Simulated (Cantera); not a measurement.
Feed: 1 mol Fe2O3, 1 mol SO3, 0.69 mol H2O, at 11.0 mbar.

These are equilibrium values from Cantera (NASA tables, ideal gas, pure condensed phases), not measurements of a reactor. Candidate condensed phases: Fe, FeO, Fe(OH)2, Fe(OH)3, FeS, FeSO4, FeS2, Fe2O3, Fe2(SO4)3, Fe3O4, H2O, H2SO4, S; 22 gas species. Equilibrium is a limit: real reactors are often held back by kinetics, nucleation or transport.

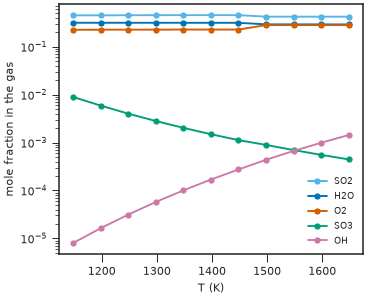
Equilibrium gas composition (values under 1e-9 drawn at 1e-9)

From 1148 K to 1448 K the condensed part is Fe2O3(s). From 1498 K to 1648 K the condensed part is Fe3O4(s).
